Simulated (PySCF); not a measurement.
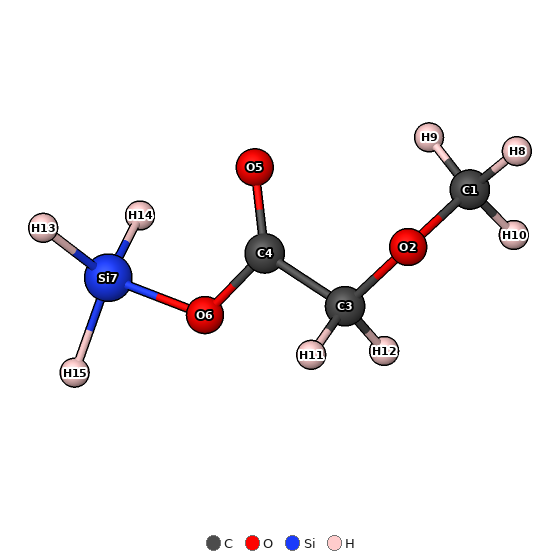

Geometry used (C₃H₈O₃Si, SMILES COCC(=O)O[SiH3]).

Kohn-Sham orbital energies near the frontier, PBE0/def2-SVPD, PySCF 2.14.0, at a GFN2-xTB geometry (no frequency check), isolated molecule; empty levels in grey, levels within 0.03 eV side by side.

Where do the frontier orbitals lie?

Answer. HOMO at −7.62 eV, LUMO at −0.21 eV, 7.42 eV apart.

On which atoms do HOMO and LUMO mostly sit?

Answer. HOMO: O2 44 %, O5 14 %, C1 10 %. LUMO: C4 34 %, O5 27 %, O6 12 % (Löwdin shares).

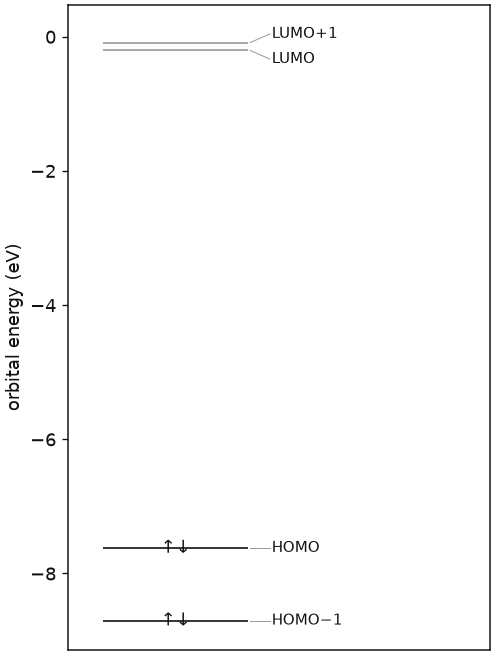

Note: the tight-binding geometry is rougher than a DFT one and adds to the error; one conformer of a flexible molecule; empty levels above zero depend strongly on the basis.
